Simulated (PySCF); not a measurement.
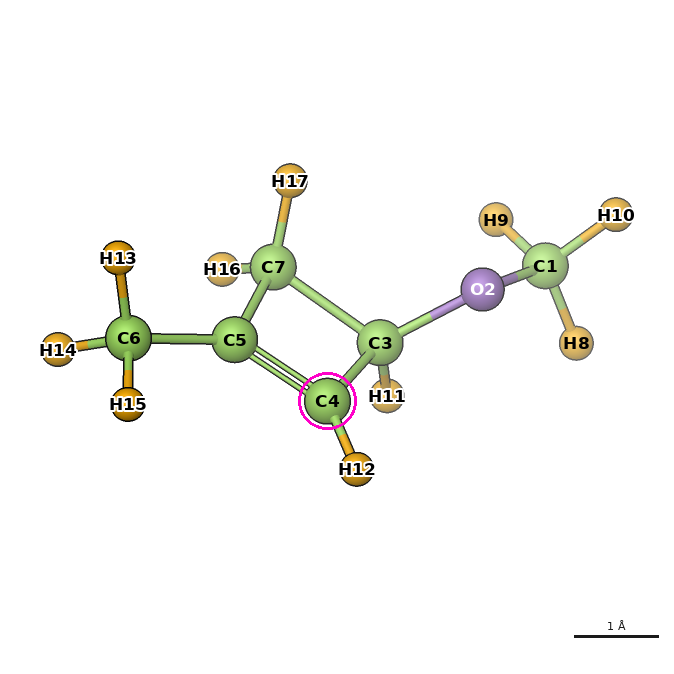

Orthographic view. Depth is shown by fading: the farther an atom, the more it takes the colour of the background. Geometry: an image of a reaction path computed with GFN2-xTB, not a minimum.

Name the neighbours of the circled atom.

Answer. The circled atom is C4; it is bonded to C3, C5, H12.

What is the shortest path along bonds from the circled atom to H10?

Answer. C4–C3–O2–C1–H10, 4 bonds; through space the two are 4.47 Å apart.

Of C3 and C4, which is nearer the viewer?

Answer. C4; the bond to C3 points away from the viewer, so it looks shorter than its 1.51 Å.
